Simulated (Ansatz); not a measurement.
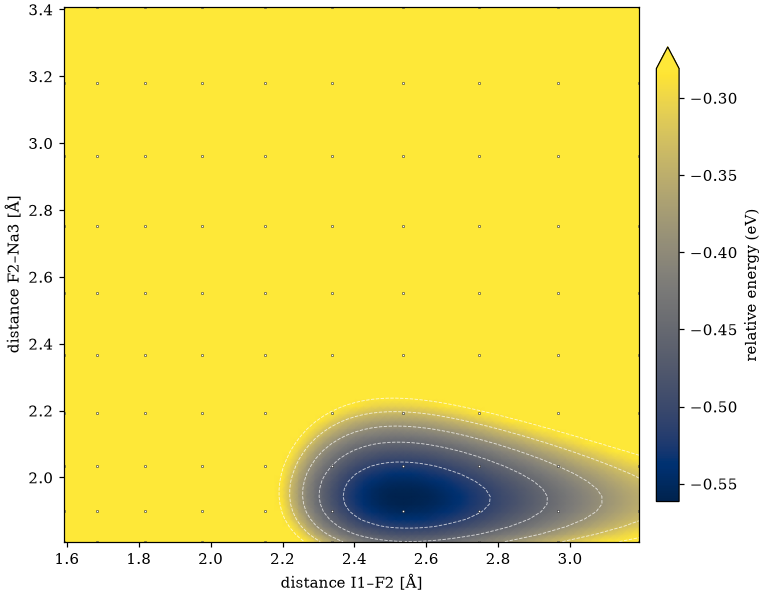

The system I + FNa, spin multiplicity 2. First axis: distance I1–F2. Second axis: distance F2–Na3. Nothing is relaxed (the angle I1–F2–Na3 is fixed at 180 degrees). The scan uses a 10 × 10 grid. Points are written as (first, second). All energies are given in eV relative to I far from the relaxed FNa (each part in its own basis). Level of theory: UKS BHLYP-D4/def2-SVPD (Ansatz 0.2.0).

Drawn: a smooth colour map with a few white contour lines, dots at the grid points, one colour for all values above the top of the scale. Between grid points the surface is interpolated.

### Estimate the position of the minimum and the force constants in these coordinates.

The interpolated minimum is at distance I1–F2 ≈ 2.538 Å, distance F2–Na3 ≈ 1.939 Å. The curvatures there are about 2.6 eV/Å² and 11 eV/Å², with a cross term of about 0.3 eV/Å². Round the minimum the two coordinates are weakly coupled (coupling 0.05 in units of the two stiffnesses).
